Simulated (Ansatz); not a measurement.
## Electronic structure of VMoO$_{4}$ in real space

```xyz
12
Lattice="4.8461 0.0000 0.0000 0.0000 5.7830 0.0000 -0.0998 0.0000 5.0151" Properties=species:S:1:pos:R:3 pbc="T T T"
V     2.3981    3.9608    1.2538
V     2.3482    1.8222    3.7613
Mo   -0.0250    1.0409    1.2538
Mo   -0.0749    4.7421    3.7613
O     0.9286    0.5899    4.7192
O     3.7678    0.5899    2.8034
O     3.8177    5.1931    0.2959
O     0.9785    5.1931    2.2117
O     1.1724    2.1686    1.9659
O     3.6238    2.1686    0.5416
O     3.5739    3.6144    3.0492
O     1.1225    3.6144    4.4735
```

Space group P2/c; built by placing these elements on a known structure type; not relaxed (largest force 0.9 eV/Å); not the lowest SCF solution found, which lies 3 meV/atom lower; Hubbard U of 2.07 eV on Mo d and 3.89 eV on V d only; site moments V: −2.2 μB (×2) in one cell of 12 atoms, with smaller moments on Mo (up to −0.11 μB) (parallel main moments (a ferromagnetic arrangement) in this solution); the program warned that a starting moment wasn't kept; spin-polarised.

Level of theory: Ansatz 0.2.0, DFT, PAW plane waves, PBE+U.

Core electrons are frozen (PAW), and the valence fields are smoothed inside the atomic spheres.

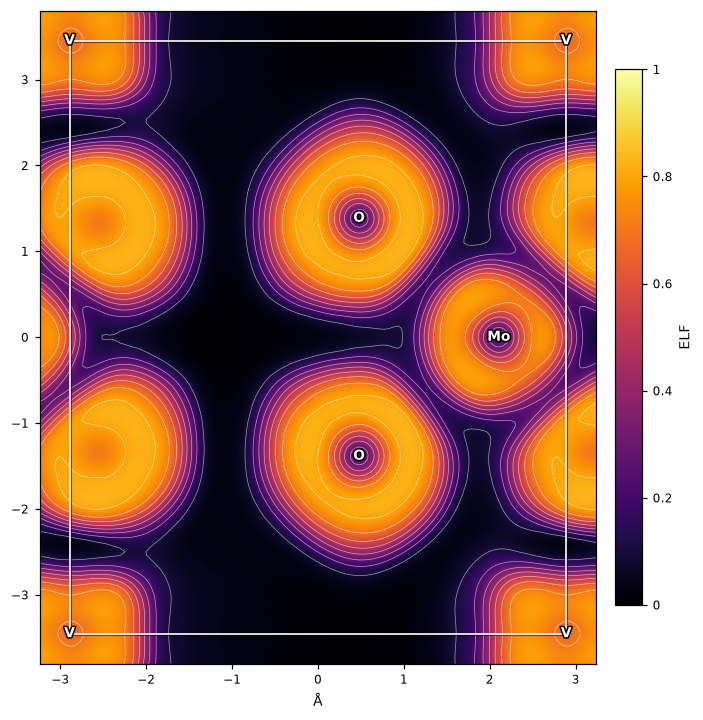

Figure 1. ELF on the (101̄) plane of the conventional cell.

Read the bonding off the picture.

- The plane passes through V, Mo and O nuclei.
- Atoms just off the plane (O, 0.4 Å away) can leave unmarked features too.
- The features right at V and Mo lie inside the PAW spheres, where the map follows smoothed inner orbitals and isn't to be read closely.

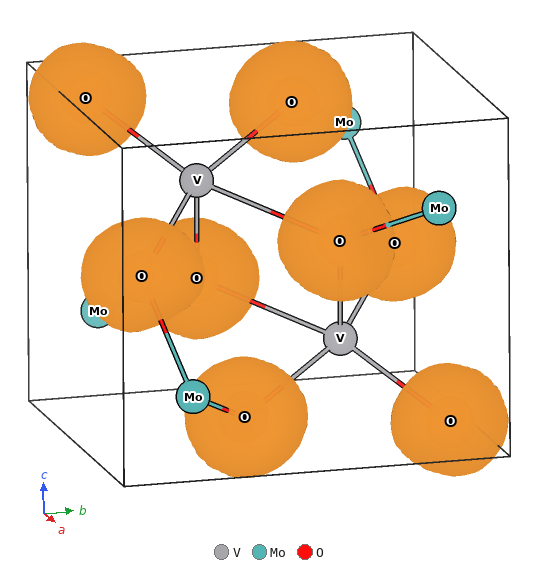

Figure 2. Isosurface of the electron localisation function at 0.7 (orange), seen slightly off an axis. Core shells are left out. Sticks mark near contacts.

What do the ELF domains correspond to?

The surface consists of eight regions wrapped around O (the valence shell of each), counted in one cell of 12 atoms. Any copies at cell faces, edges or corners count once. Along the contacts the grid gives the following. Mo–O (1.79 Å): the ELF peaks at about 0.80 in the valence shell of O, 0.5 Å from its nucleus, and drops to about 0.30 between the two atoms. V–O (2.11 Å): the ELF peaks at about 0.85 in the valence shell of O, 0.6 Å from its nucleus, and is about 0.10 at the midpoint; no localised pair shows between them.

What Bader charges does the calculation give?

Electrons move from V and Mo towards O. Bader charges: V +1.64, Mo +2.74 and O −1.13 to −1.05 e.
